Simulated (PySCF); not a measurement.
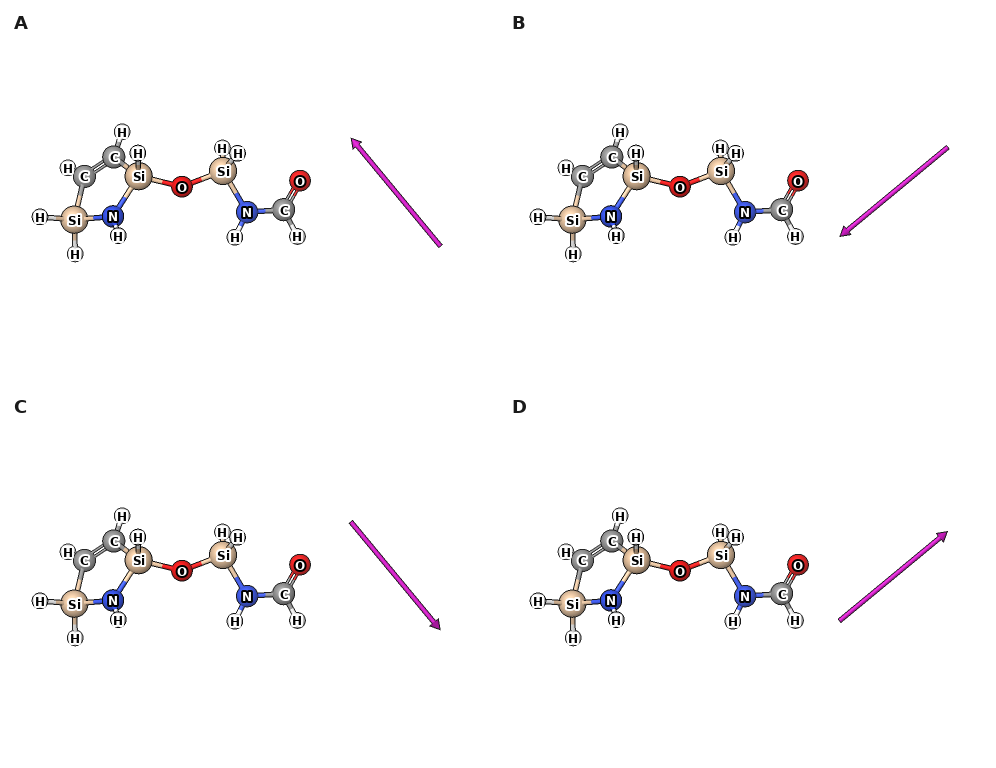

The same molecule four times, each with an arrow. Computed geometry: GFN2-xTB optimisation. No frequency run is at hand to confirm it as a minimum. Properties computed with PBE0/pcSseg-1, gas phase (PySCF 2.14.0).

Which arrow points along the dipole moment, from the negative to the positive end?

B. The dipole moment is 3.70 D.

The geometry is semi-empirical. Around Si such bond lengths and angles can be off by a tenth of an ångström or more and by several degrees, and values that hang on the shape move with them.
